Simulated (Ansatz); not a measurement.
## C$_{4}$H$_{3}$F$_{3}$: single-point calculation

- system: C$_{4}$H$_{3}$F$_{3}$
- method: RKS SPW92/def2-TZVPP (Ansatz 0.2.0)

The geometry comes from this level: PBE0-D4/def2-TZVP.

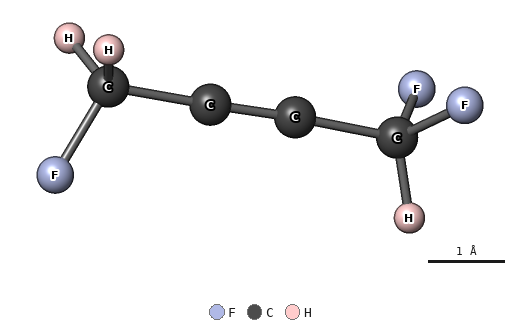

**Figure 1.** The structure as given in the input (ball-and-stick view, seen at a tilt). Bond lengths as drawn: C–C 1.20 to 1.46 Å, C–F 1.36 to 1.38 Å and C–H 1.09 Å.

Key numbers:

```tsv
quantity	value
outcome	converged
total energy	−12260.1286 eV
SCF solution under orbital rotations	stable
HOMO	−7.54 eV
LUMO	−1.90 eV
hardware	4 CPU threads, shared host
wall time	1.1 s (CPU time 3.6 s)
peak memory	0.31 GiB
```

Input:
```yaml
crystal:
  periodic: [false, false, false]
  atoms:
    - {symbol: F, position_ang: [-2.851618, -0.161909, 0.167033]}
    - {symbol: C, position_ang: [-1.841721, 0.643072, 0.647031]}
    - {symbol: C, position_ang: [-0.541988, 0.186122, 0.191709]}
    - {symbol: C, position_ang: [0.545756, -0.168113, -0.169047]}
    - {symbol: C, position_ang: [1.836926, -0.648168, -0.641347]}
    - {symbol: F, position_ang: [2.474943, 0.312071, -1.354116]}
    - {symbol: F, position_ang: [2.637635, -0.978208, 0.401287]}
    - {symbol: H, position_ang: [-1.882189, 0.629822, 1.740564]}
    - {symbol: H, position_ang: [-2.022689, 1.665060, 0.300008]}
    - {symbol: H, position_ang: [1.728146, -1.530851, -1.280021]}
basis:
  gaussian: {orbitals: def2-TZVPP}
hamiltonian: {xc: lda}
output: {orbitals: {seedname: orbitals}}
```

Output:
```
Functional definition: SPW92
  name "SPW92"
  cite "Dirac, Proc. Camb. Phil. Soc. 26, 376 (1930) doi:10.1017/S0305004100016108"
  cite "Slater, Phys. Rev. 81, 385 (1951) doi:10.1103/PhysRev.81.385"
  cite "Perdew & Wang, Phys. Rev. B 45, 13244 (1992) doi:10.1103/PhysRevB.45.13244"
  exchange = slater_x
  correlation = pw_c
1365 factors; their error is unknown
mean field evaluation 1: about -12252.0005 eV, gradient 6.1e1 eV
mean field evaluation 2: about -12247.2835 eV, gradient 7.3e1 eV
mean field evaluation 4: about -12259.7354 eV, gradient 1.4e1 eV
mean field evaluation 8: about -12260.1640 eV, gradient 6.8e-2 eV
mean field evaluation 16: about -12260.1285 eV, gradient 2.0e-4 eV
mean field -12260.12854593 eV, -450.5514138492 hartree, gradient 4.1e-5 eV, S^2 0.000000; 0 other end points of the search recorded, 0 dependent functions left out
reference -12260.12857944 eV, -450.5514150810 hartree; 27, 27 occupied and 232, 232 virtual orbitals, 1365 factors
Total energy: -12260.12857944 eV, -450.5514150810 hartree
```

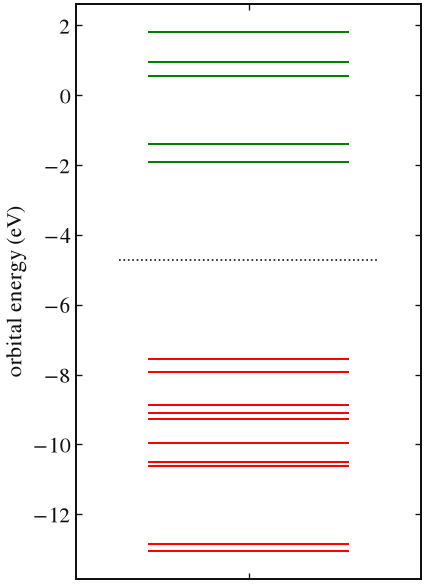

**Figure 2.** Orbital energies near the frontier; the dotted line parts filled from empty levels, and levels within 0.02 eV of each other stand side by side. Highest filled −7.54 eV, lowest empty −1.90 eV, 5.64 eV apart.
